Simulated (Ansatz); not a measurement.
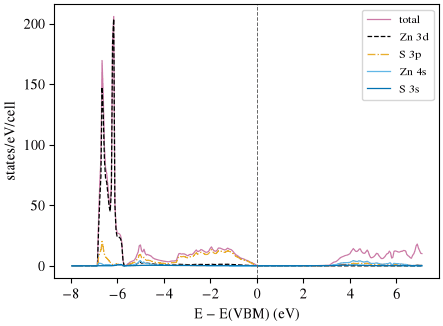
*Total and projected density of states of ZnS in space group P6_3mc (No. 186; Pearson symbol hP16), the program Ansatz at the LDA level (PAW)*

Task: Which orbitals carry the states next to the gap?

Result: Top 1 eV of the valence band: S 3p 87 %, Zn 3d 10 %. Bottom 1 eV of the conduction band: Zn 4s 54 %, S 3s 29 %, S 3p 14 %. Projections are on Löwdin-orthogonalised atomic valence shells; empty p or d shells of many metals are not among them.

Task: Where is the tallest occupied peak in this window, and what makes it?

Result: Near -6.2 eV, about 210 states/eV per cell; the largest projected share is Zn 3d.

The workflow started from an entry of the Crystallography Open Database (COD). Its sites differ from those of the usual phase in this space group: another stacking or structure type. The LDA relaxation kept the symmetry of its start; its stability against distortions is not shown here.

Potentials: the later of the program's two PAW sets.
